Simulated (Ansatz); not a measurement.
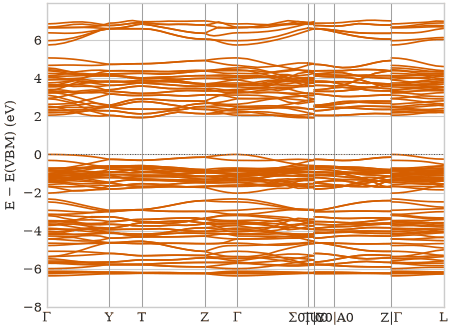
Figure: Band structure from PBE+D3(BJ) (plane waves, PAW; program Ansatz)

The gap is 1.92 eV; an edge lies off the plotted path or next to a special point (maximum at Γ, minimum on the Γ–Σ0 line, 97 % of the way from Γ).

The material is S (α-S8, Fddd).

The cell was relaxed with PBE+D3(BJ) under the symmetry of its start.

Potentials: the later of the program's two PAW sets.
